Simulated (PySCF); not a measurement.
# C2H5GaO: electronic excitations at several levels of theory, part 2 of 2

PySCF 2.14.0. Atoms count from 0. The steps go on from the part before.

## 9. Ultraviolet spectrum: PBE0/6-31G*

Job settings and geometry (Å):

```
{"job": {"kind": "uv", "xc": "PBE0", "basis": "6-31G*"}, "charge": 0, "multiplicity": 1}
C     -1.398223    -0.341457     0.564172
C     -0.465008    -0.970308    -0.159803
O      0.840771    -0.677822    -0.216774
Ga     1.605503     0.957329    -0.236359
H     -1.157257     0.509395     1.208492
H     -2.433002    -0.685075     0.534287
H     -0.733084    -1.843120    -0.772192
H      3.144346     0.869159    -0.029254
H      0.653978     2.164818    -0.499088
```

Method: TDDFT PBE0/6-31G*, vertical, gas phase, core orbitals frozen in the response.

What it wrote:

```text
coarse grid: 35320 points
cycle   1  E = -2078.4418884770  dE = -1.275e-01  |g| = 7.942e-01  |ddm| = 2.808e+00
cycle   2  E = -2078.0837791327  dE =  3.581e-01  |g| = 1.536e+00  |ddm| = 1.775e+00
cycle   3  E = -2078.5425262226  dE = -4.587e-01  |g| = 2.429e-01  |ddm| = 1.354e+00
cycle   4  E = -2078.5536886755  dE = -1.116e-02  |g| = 8.027e-02  |ddm| = 2.468e-01
cycle   5  E = -2078.5550792241  dE = -1.391e-03  |g| = 2.226e-02  |ddm| = 8.397e-02
cycle   6  E = -2078.5551883571  dE = -1.091e-04  |g| = 6.165e-03  |ddm| = 2.000e-02
cycle   7  E = -2078.5551954944  dE = -7.137e-06  |g| = 4.975e-04  |ddm| = 4.696e-03
final grid: 73776 points
cycle   8  E = -2078.5552355685  dE = -1.175e-08  |g| = 6.344e-04  |ddm| = 1.148e-03
cycle   9  E = -2078.5552354269  dE =  1.415e-07  |g| = 1.064e-03  |ddm| = 1.240e-03
cycle  10  E = -2078.5552356354  dE = -2.085e-07  |g| = 1.509e-04  |ddm| = 8.387e-04
cycle  11  E = -2078.5552356395  dE = -4.096e-09  |g| = 1.736e-05  |ddm| = 1.190e-04
cycle  12  E = -2078.5552356396  dE = -6.276e-11  |g| = 3.734e-06  |ddm| = 1.846e-05
converged SCF energy = -2078.5552356396

Static polarisability (au): isotropic 48.502, principal 30.926 46.738 67.842

Singlet excitations
state   eV       nm        f      main configurations
  1   3.8244    324.2   0.03549   H->L 0.99
  2   5.6148    220.8   0.01779   H-1->L 0.78, H->L+1 0.16
  3   5.7376    216.1   0.03126   H->L+1 0.80, H-1->L 0.14
  4   6.1652    201.1   0.02726   H-2->L 0.93
  5   6.8559    180.8   0.01688   H->L+2 0.65, H->L+3 0.32
  6   7.2907    170.1   0.15662   H->L+3 0.53, H->L+2 0.20, H->L+4 0.10
  7   7.5500    164.2   0.03271   H-1->L+1 0.52, H->L+4 0.40
  8   7.6120    162.9   0.03757   H->L+4 0.33, H-1->L+1 0.23, H-4->L 0.18
  9   7.8458    158.0   0.00935   H-3->L 0.74, H-4->L 0.08
 10   7.9842    155.3   0.01559   H-1->L+2 0.42, H-1->L+3 0.41

Triplet excitations (Tamm-Dancoff, eV): 3.4523 4.4449 5.1564 5.5348
```

It took 7.1 s on 1 thread of Arm Neoverse V1, shared host; peak memory 0.44 GiB.

This run: HOMO -6.35 eV, LUMO -1.46 eV; lowest singlet 3.82 eV.

## 10. Ultraviolet spectrum: PBE0/def2-SVP

Settings changed since step 9:

```diff
@@ -1,2 +1,2 @@
-{"job": {"kind": "uv", "xc": "PBE0", "basis": "6-31G*"}, "charge": 0, "multiplicity": 1}
+{"job": {"kind": "uv", "xc": "PBE0", "basis": "def2-SVP"}, "charge": 0, "multiplicity": 1}
 C     -1.398223    -0.341457     0.564172
```

Level: TDDFT PBE0/def2-SVP, vertical, gas phase, core orbitals frozen in the response.

What it wrote:

```text
coarse grid: 35320 points
cycle   1  E = -2078.3743548251  dE = -1.712e-01  |g| = 7.762e-01  |ddm| = 3.012e+00
cycle   2  E = -2078.0564844390  dE =  3.179e-01  |g| = 1.467e+00  |ddm| = 1.719e+00
cycle   3  E = -2078.4712835020  dE = -4.148e-01  |g| = 2.316e-01  |ddm| = 1.301e+00
cycle   4  E = -2078.4816369836  dE = -1.035e-02  |g| = 7.569e-02  |ddm| = 2.477e-01
cycle   5  E = -2078.4829080464  dE = -1.271e-03  |g| = 2.123e-02  |ddm| = 8.174e-02
cycle   6  E = -2078.4830070373  dE = -9.899e-05  |g| = 5.624e-03  |ddm| = 1.991e-02
cycle   7  E = -2078.4830129785  dE = -5.941e-06  |g| = 4.266e-04  |ddm| = 4.544e-03
final grid: 73776 points
cycle   8  E = -2078.4830532943  dE = -1.355e-08  |g| = 5.044e-04  |ddm| = 1.107e-03
cycle   9  E = -2078.4830532007  dE =  9.358e-08  |g| = 8.411e-04  |ddm| = 1.120e-03
cycle  10  E = -2078.4830533434  dE = -1.426e-07  |g| = 1.252e-04  |ddm| = 7.348e-04
cycle  11  E = -2078.4830533465  dE = -3.144e-09  |g| = 1.490e-05  |ddm| = 1.083e-04
cycle  12  E = -2078.4830533465  dE = -3.502e-11  |g| = 3.604e-06  |ddm| = 1.422e-05
converged SCF energy = -2078.4830533465

Static polarisability (au): isotropic 50.218, principal 33.305 48.193 69.155

Singlet excitations
state   eV       nm        f      main configurations
  1   3.9938    310.4   0.03696   H->L 0.98
  2   5.6698    218.7   0.02630   H-1->L 0.90
  3   6.0082    206.4   0.01963   H->L+1 0.84
  4   6.1555    201.4   0.04746   H-2->L 0.85
  5   6.8458    181.1   0.00455   H->L+3 0.57, H->L+2 0.40
  6   7.3059    169.7   0.20033   H->L+2 0.45, H->L+3 0.29
  7   7.6463    162.1   0.02879   H-1->L+1 0.58, H-1->L+2 0.20, H-4->L 0.08
  8   7.8226    158.5   0.01061   H-3->L 0.46, H->L+4 0.31
  9   7.8888    157.2   0.00571   H->L+4 0.48, H-3->L 0.17, H-1->L+2 0.15
 10   7.9792    155.4   0.02119   H-4->L 0.24, H-3->L 0.24, H-1->L+2 0.22

Triplet excitations (Tamm-Dancoff, eV): 3.6105 4.4545 5.2064 5.6452
```

Wall time 8.5 s (1 thread of Arm Neoverse V1, shared host); peak memory 0.48 GiB.

Key values: HOMO -6.53 eV, LUMO -1.47 eV; lowest singlet 3.99 eV.

## 11. TDDFT and polarisability: PBE0/def2-TZVP

Settings changed since step 10:

```diff
@@ -1,2 +1,2 @@
-{"job": {"kind": "uv", "xc": "PBE0", "basis": "def2-SVP"}, "charge": 0, "multiplicity": 1}
+{"job": {"kind": "uv", "xc": "PBE0", "basis": "def2-TZVP"}, "charge": 0, "multiplicity": 1}
 C     -1.398223    -0.341457     0.564172
```

Level: TDDFT PBE0/def2-TZVP, vertical, gas phase, core orbitals frozen in the response.

What it wrote:

```text
coarse grid: 35320 points
cycle   1  E = -2078.7700911997  dE = -1.247e-01  |g| = 9.909e-01  |ddm| = 2.259e+00
cycle   2  E = -2078.3659013852  dE =  4.042e-01  |g| = 1.792e+00  |ddm| = 1.635e+00
cycle   3  E = -2078.8854975903  dE = -5.196e-01  |g| = 3.201e-01  |ddm| = 1.290e+00
cycle   4  E = -2078.9039431464  dE = -1.845e-02  |g| = 7.919e-02  |ddm| = 2.324e-01
cycle   5  E = -2078.9050477295  dE = -1.105e-03  |g| = 2.607e-02  |ddm| = 6.917e-02
cycle   6  E = -2078.9051993994  dE = -1.517e-04  |g| = 8.500e-03  |ddm| = 1.950e-02
cycle   7  E = -2078.9052139017  dE = -1.450e-05  |g| = 1.150e-03  |ddm| = 5.585e-03
cycle   8  E = -2078.9052141588  dE = -2.571e-07  |g| = 4.035e-04  |ddm| = 1.141e-03
final grid: 73776 points
cycle   9  E = -2078.9052131854  dE = -1.618e-08  |g| = 5.312e-04  |ddm| = 1.784e-03
cycle  10  E = -2078.9052131189  dE =  6.646e-08  |g| = 8.108e-04  |ddm| = 7.325e-04
cycle  11  E = -2078.9052132396  dE = -1.207e-07  |g| = 1.309e-04  |ddm| = 4.664e-04
cycle  12  E = -2078.9052132432  dE = -3.628e-09  |g| = 1.332e-05  |ddm| = 9.751e-05
cycle  13  E = -2078.9052132433  dE = -4.047e-11  |g| = 6.100e-06  |ddm| = 1.237e-05
converged SCF energy = -2078.9052132433

Static polarisability (au): isotropic 56.509, principal 41.188 54.043 74.296

Singlet excitations
state   eV       nm        f      main configurations
  1   4.0038    309.7   0.03388   H->L 0.99
  2   5.6654    218.8   0.01623   H-1->L 0.87
  3   5.8599    211.6   0.03162   H->L+1 0.86
  4   6.1223    202.5   0.03947   H-2->L 0.88
  5   6.6470    186.5   0.00857   H->L+3 0.51, H->L+2 0.46
  6   6.9996    177.1   0.19907   H->L+2 0.41, H->L+3 0.40
  7   7.5046    165.2   0.02389   H-1->L+1 0.40, H->L+4 0.28, H-1->L+2 0.19
  8   7.5648    163.9   0.02030   H->L+4 0.67, H-1->L+1 0.17
  9   7.7622    159.7   0.01703   H-1->L+2 0.39, H-3->L 0.24, H-1->L+3 0.16
 10   7.8462    158.0   0.00533   H->L+5 0.87

Triplet excitations (Tamm-Dancoff, eV): 3.6604 4.4049 5.2298 5.6288
```

Wall time 20 s (1 thread of Arm Neoverse V1, shared host); peak memory 0.83 GiB.

In short: HOMO -6.60 eV, LUMO -1.53 eV; lowest singlet 4.00 eV.

## 12. Ultraviolet spectrum: PBE0/aug-cc-pVDZ

Settings changed since step 11:

```diff
@@ -1,2 +1,2 @@
-{"job": {"kind": "uv", "xc": "PBE0", "basis": "def2-TZVP"}, "charge": 0, "multiplicity": 1}
+{"job": {"kind": "uv", "xc": "PBE0", "basis": "aug-cc-pVDZ"}, "charge": 0, "multiplicity": 1}
 C     -1.398223    -0.341457     0.564172
```

With the program's defaults for keys left out, this is: TDDFT PBE0/aug-cc-pVDZ, vertical, gas phase, core orbitals frozen in the response.

What it wrote:

```text
coarse grid: 35320 points
cycle   1  E = -2078.7331686694  dE = -1.190e-01  |g| = 6.792e-01  |ddm| = 6.932e+00
cycle   2  E = -2078.4344728733  dE =  2.987e-01  |g| = 1.359e+00  |ddm| = 3.295e+00
cycle   3  E = -2078.8221008614  dE = -3.876e-01  |g| = 1.827e-01  |ddm| = 2.072e+00
cycle   4  E = -2078.8284339389  dE = -6.333e-03  |g| = 8.557e-02  |ddm| = 4.535e-01
cycle   5  E = -2078.8303372557  dE = -1.903e-03  |g| = 1.624e-02  |ddm| = 1.701e-01
cycle   6  E = -2078.8303961251  dE = -5.887e-05  |g| = 4.052e-03  |ddm| = 5.075e-02
cycle   7  E = -2078.8304004783  dE = -4.353e-06  |g| = 7.941e-04  |ddm| = 1.052e-02
final grid: 73776 points
cycle   8  E = -2078.8304278860  dE = -4.168e-09  |g| = 8.976e-04  |ddm| = 7.464e-03
cycle   9  E = -2078.8304277524  dE =  1.336e-07  |g| = 1.210e-03  |ddm| = 4.139e-03
cycle  10  E = -2078.8304280686  dE = -3.162e-07  |g| = 2.367e-04  |ddm| = 2.118e-03
cycle  11  E = -2078.8304280806  dE = -1.206e-08  |g| = 2.340e-05  |ddm| = 3.801e-04
cycle  12  E = -2078.8304280808  dE = -1.328e-10  |g| = 6.678e-06  |ddm| = 7.476e-05
converged SCF energy = -2078.8304280808

Static polarisability (au): isotropic 60.468, principal 46.145 57.614 77.647

Singlet excitations
state   eV       nm        f      main configurations
  1   3.9610    313.0   0.03433   H->L 0.98
  2   5.5534    223.3   0.00106   H->L+1 0.61, H->L+2 0.19, H-1->L 0.14
  3   5.6521    219.4   0.02603   H-1->L 0.75, H->L+2 0.09
  4   5.8302    212.7   0.04425   H->L+2 0.66, H->L+1 0.20, H->L+3 0.10
  5   6.0783    204.0   0.04086   H-2->L 0.83
  6   6.2669    197.8   0.00954   H->L+3 0.52, H->L+4 0.27
  7   6.3155    196.3   0.02421   H->L+4 0.38, H->L+3 0.25, H->L+6 0.12
  8   6.3725    194.6   0.00383   H->L+5 0.28, H->L+4 0.26, H->L+7 0.21
  9   6.6355    186.8   0.05786   H->L+6 0.53, H->L+7 0.27
 10   6.7507    183.7   0.09405   H->L+5 0.44, H->L+7 0.41

Triplet excitations (Tamm-Dancoff, eV): 3.6271 4.3715 5.1912 5.4063
```

Wall time 16 s (1 thread of Arm Neoverse V1, shared host); peak memory 0.79 GiB.

In short: HOMO -6.61 eV, LUMO -1.60 eV; lowest singlet 3.96 eV.

## 13. Comparing the runs: electronic excitations

Excitations and ground-state properties, with basis size and wall time:

```
                run  lowest singlet (eV)  brightest (eV)      f  gap (eV)  α (Å³)  μ (D)  functions   time
    B3LYP/def2-SVPD                 3.80            6.91  0.119      4.61    8.89   1.33        141   37 s
     PBE0/def2-SVPD                 4.03            7.01  0.149      5.10    8.75   1.37        141   35 s
BHandHLYP/def2-SVPD                 4.56            6.68  0.127      6.81    8.40   1.47        141   27 s
CAM-B3LYP/def2-SVPD                 4.45            6.89  0.086      7.30    8.65   1.40        141   44 s
  wB97X-D/def2-SVPD                 4.54            6.97  0.099      8.60    8.66   1.42        141   30 s
  LC-wPBE/def2-SVPD                 5.25            7.05  0.122      9.85    8.37   1.43        141   37 s
        PBE0/6-31G*                 3.82            7.29  0.157      4.88    7.19   1.25         84  7.1 s
      PBE0/def2-SVP                 3.99            7.31  0.200      5.06    7.44   1.28         99  8.5 s
     PBE0/def2-TZVP                 4.00            7.00  0.199      5.07    8.37   1.31        171   20 s
   PBE0/aug-cc-pVDZ                 3.96            6.75  0.094      5.01    8.96   1.37        150   16 s
```

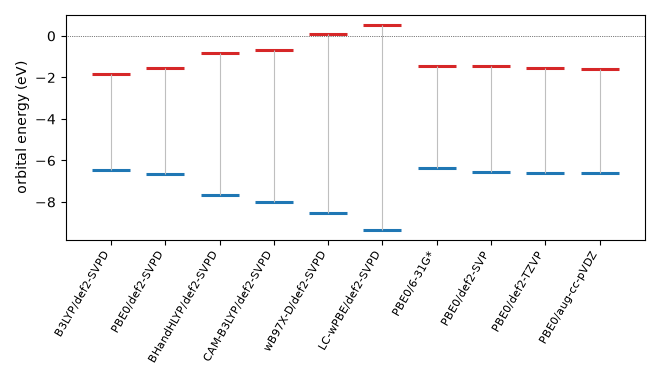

HOMO (blue) and LUMO (red) run by run.

## 14. Results

This closing draws on all 2 parts.

| quantity | value |
| --- | --- |
| point group | C1 |
| rotational constants (main isotopes) | 16.07, 2.50, 2.21 GHz |
| lowest singlet (B3LYP/def2-SVPD) | 3.80 eV (326 nm), f = 0.033 |
| brightest single state of those computed | state 8, 6.91 eV, f = 0.119 |
| lowest triplet | 3.50 eV |
| vertical ionisation energy (ΔSCF) | 8.88 eV |
| vertical electron affinity (ΔSCF) | -0.06 eV (unbound: the value hangs on the basis) |
| range of the lowest singlet | 3.80 to 5.25 eV |

What this shows: Single values in the summary come from the first run of each kind that ended normally (B3LYP/def2-SVPD), which need not be the best level. Over 11 steps the energy fell by 0.265 eV; of the close pairs, O2–Ga3 changed most, 1.758 to 1.805 Å. The lowest singlet, at 3.80 eV, is HOMO→LUMO 0.99 and is weak; of the 10 states computed, the strongest absorption comes from state 8 at 6.91 eV (the last state computed is bright too, and its partners may lie past the list). The lowest triplet lies 0.30 eV below the lowest singlet (triplets in Tamm-Dancoff, singlets in full TDDFT). ΔSCF puts the ionisation energy at 8.88 eV, 2.42 eV above −ε(HOMO). The lowest singlet runs from 3.80 eV (B3LYP/def2-SVPD) to 5.25 eV (LC-wPBE/def2-SVPD), while the orbital gap spans 4.61 to 9.85 eV. The lowest state need not be the same one in every run.
